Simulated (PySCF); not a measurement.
```xyz
14
charge 0, multiplicity 1
B     1.7352   -0.9277   -0.0390
N     0.5467   -0.3202   -0.5420
B     0.1245    1.1670   -0.0385
N    -1.3296    0.7300    0.3920
B    -0.8995   -0.7517    0.0607
H     2.5263   -1.3857   -0.7757
H     1.9043   -0.9597    1.1163
H     0.4921   -0.3433   -1.5513
H     0.7711    1.5190    0.8877
H     0.1215    1.9181   -0.9589
H    -2.0796    1.0981   -0.1785
H    -1.5565    0.9005    1.3622
H    -0.7935   -1.4078    1.0396
H    -1.5635   -1.2371   -0.7966
```

Describe the molecule in this file.

Formula B₃H₉N₂. As SMILES it reads `B[NH+]1[BH2-][NH2+][BH2-]1`. Independent rings (smallest set): 1 of 4 members. Among its groups: B–H bond. This geometry has Cs symmetry. Coordination, clear cases only: 1 B trigonal planar.

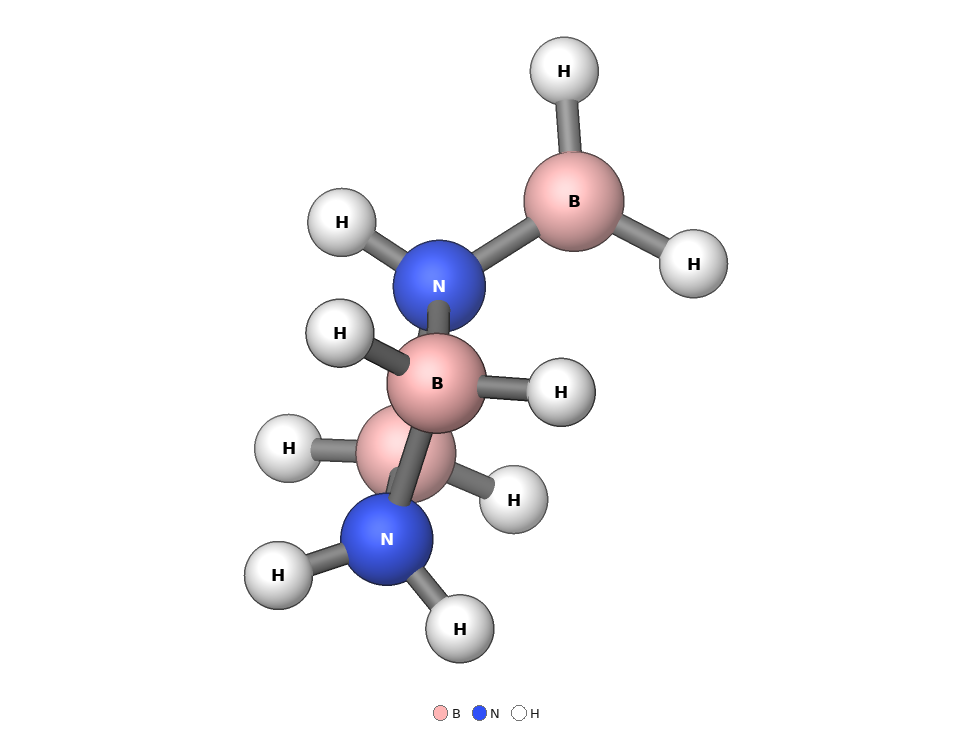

Simulated data, not a measurement (program: PySCF).
